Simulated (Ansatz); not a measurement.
# C2H4FNSi: what the fields show

```xyz
9

F    -1.7694   -0.3130    1.5763
Si   -0.5933    0.4080    0.6731
C     1.1602   -0.2608    0.6383
N     1.1739   -0.4514   -0.6386
C    -0.2280   -0.2110   -1.0839
H    -0.7489    1.8814    0.8986
H     2.0673   -0.4075    1.2390
H    -0.6972   -1.1635   -1.3738
H    -0.2762    0.4716   -1.9463
```

These are results of Ansatz 0.2.0, RKS PBE0/cc-pVDZ, not measurements.

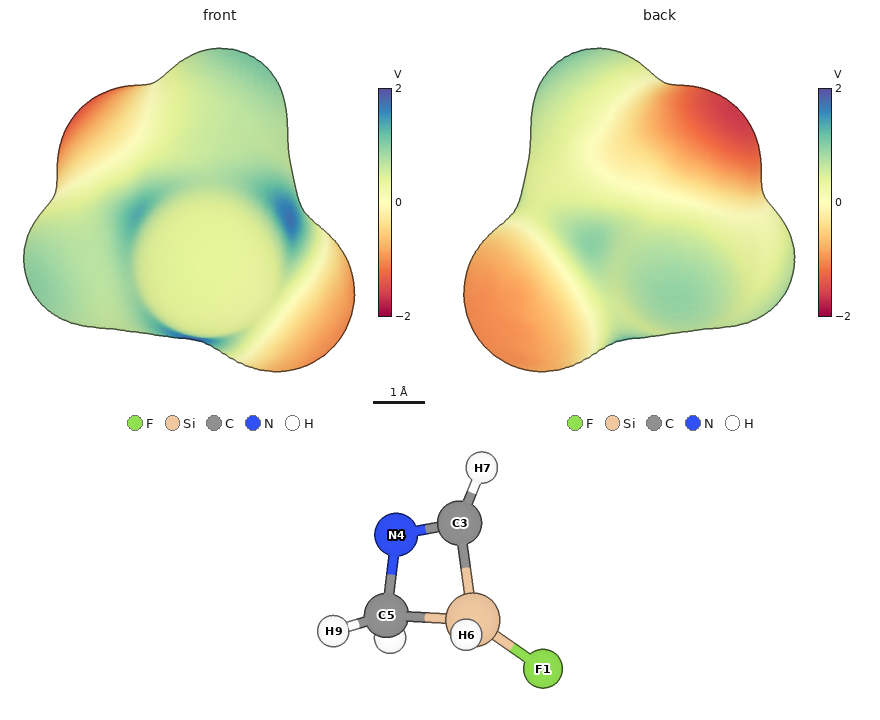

Figure 1. The electrostatic potential painted on the density surface at 0.002 e/bohr³, seen from the front and from behind; red is negative and blue positive. The bare structure is drawn below in the same view.

Question: Describe the electrostatic potential map.

Answer: The most negative region (about −1.6 V) lies over N4, the most positive (about +1.7 V) over Si2. N4 is the likeliest acceptor of a hydrogen bond.

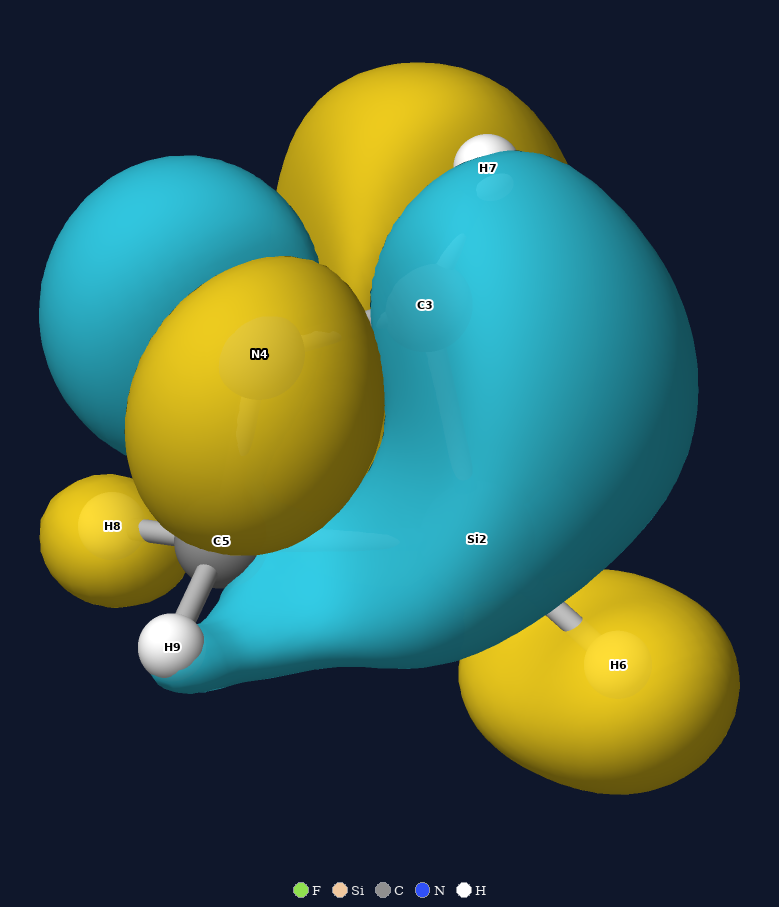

Figure 2. The LUMO at ±0.06 Å⁻³ᐟ² (yellow and cyan are the two phases), seen at an oblique angle.

Question: Describe this orbital and give its energy.

Answer: By Hirshfeld shares it lies mainly on N4 (about 35 %), C3 (about 30 %) and Si2 (about 15 %); π-antibonding (π*) across N4–C3. Its energy is −1.04 eV.

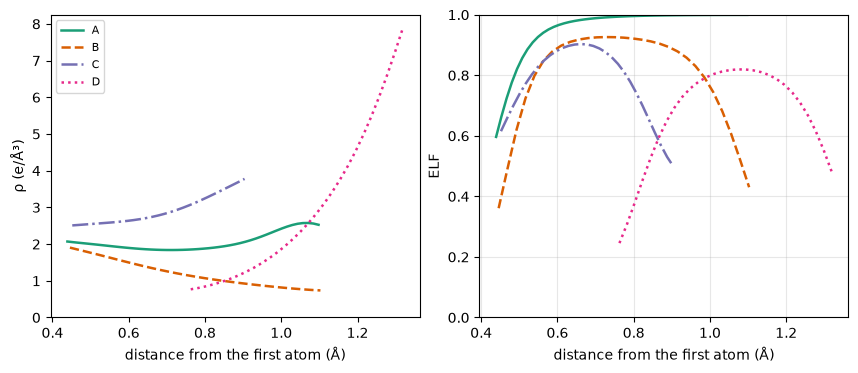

Figure 3. Total electron density and ELF along straight lines between neighbouring atoms. The curves leave out the atomic cores.

Question: Which curve belongs to which contact (C–H, C–N, C–Si and Si–F)? The first atom named is at distance zero.

Answer: Curve A: C–H (1.10 Å): ρ at the midpoint is about 1.9 e/Å³; the ELF climbs to about 1 towards the hydrogen, as it does in any bond to H; a covalent bond by its length. Curve B: C–Si (1.88 Å): the density is about 0.88 e/Å³ at the midpoint; the ELF peaks at about 0.95 between the atoms; a covalent bond. Curve C: C–N (1.29 Å): the density is about 2.7 e/Å³ at the midpoint; the ELF peaks at about 0.90 between the atoms: a covalent bond. Curve D: Si–F (1.65 Å): the density is about 0.91 e/Å³ at the midpoint; the ELF peaks at about 0.80 in the valence shell of F, 0.6 Å from its nucleus, and is about 0.45 at the midpoint.
